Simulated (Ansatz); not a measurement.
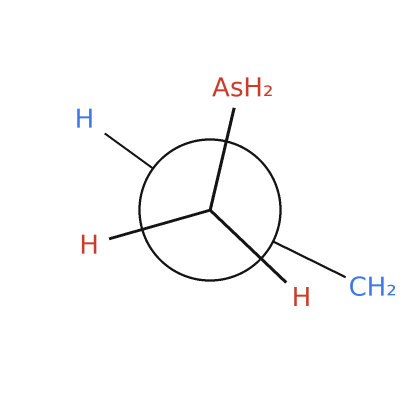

A Newman projection along the Si–C bond, silicon in front; angles are drawn as computed, but eclipsed bonds slightly apart. Computed geometry: PBE-D4/def2-SVP optimisation. No frequency run is at hand to confirm it as a minimum.

Q: Which molecule is it?

A: C2H7AsSi, C=C[SiH2][AsH2]

Q: What is the torsion angle from the front AsH2 to the back CH2? The sign is positive where the front bond must turn clockwise to cover the back bond.

A: 111°, anticlinal.
